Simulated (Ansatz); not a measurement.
Consider AlAsS₃.

```xyz
20
Lattice="6.5514 0.0000 0.0000 0.0000 6.5514 0.0000 0.0000 0.0000 8.9975" Properties=species:S:1:pos:R:3 pbc="T T T"
Al    0.0000    3.2757    2.2494
Al    3.2757    0.0000    6.7481
Al    3.2757    0.0000    2.2494
Al    0.0000    3.2757    6.7481
As    0.0000    0.0000    0.0000
As    3.2757    3.2757    4.4987
As    0.0000    0.0000    4.4987
As    3.2757    3.2757    0.0000
S     2.2567    5.5324    0.0000
S     5.5324    2.2567    4.4987
S     1.0189    2.2567    0.0000
S     4.2946    5.5324    4.4987
S     2.2567    1.0189    4.4987
S     5.5324    4.2946    0.0000
S     4.2946    1.0189    0.0000
S     1.0189    4.2946    4.4987
S     0.0000    0.0000    6.7481
S     3.2757    3.2757    2.2494
S     0.0000    0.0000    2.2494
S     3.2757    3.2757    6.7481
```

Space group I4/mcm; a structure from a database of computed crystals, not necessarily the ambient phase; started from the SrTiO3-140 prototype, which need not be the ambient phase.

All numbers below come from Ansatz, DFT, PBEsol, plane waves, PAW.

What can the converged valence pseudo-density and electron localisation function tell about the bonding?

As–S (2.25 Å): ρ at the midpoint is about 0.69 e/Å³; the ELF peaks at about 0.80 between the atoms.

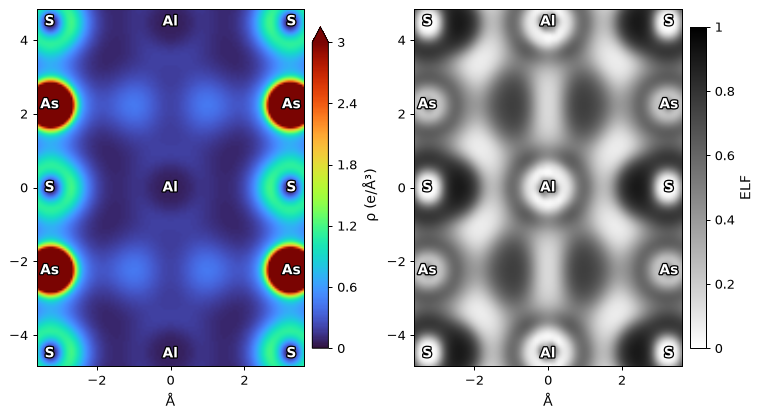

Computed valence pseudo-density and electron localisation function on the (100) plane of the conventional cell, in this order. 

In a PAW calculation such maps are meaningful between the atoms, not at the nuclei.
